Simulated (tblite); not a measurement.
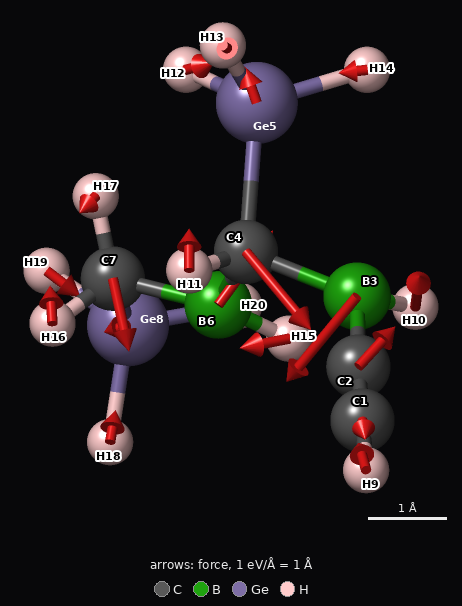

Starting geometry of C4H12B2Ge2 with the computed forces as red arrows. Style: ball-and-stick. Shown from a free direction.

Level of theory: GFN2-xTB geometry optimisation, gas phase (tblite). 

Question: What follows when this structure is relaxed?

Answer: It isn't relaxed: the largest force vector, on B3, is 1.58 eV/Å. The final displacements have little in common with the starting forces (cosine between the two patterns 0.20). The energy falls by 92.6 kJ/mol in 253 geometry steps. The largest move after the best rigid fit is that of H20, 3.80 Å. By element the largest moves are H 3.80 Å, C 1.51 Å, Ge 1.26 Å, B 0.85 Å. Some distances before and after: B3–C4 1.607 → 1.562 Å, Ge5–H12 1.544 → 1.505 Å, B3–H10 1.210 → 1.174 Å, Ge5–H13 1.536 → 1.506 Å. Among the angles between lasting bonds that change: C4–B3–H10 113.3° → 121.0°, B6–C7–H16 106.9° → 113.7°, C7–Ge8–H18 106.6° → 113.2°. Groups turn about B6–C7 by about 90°, C4–B6 by about 50°, C4–Ge5 by about 35°.
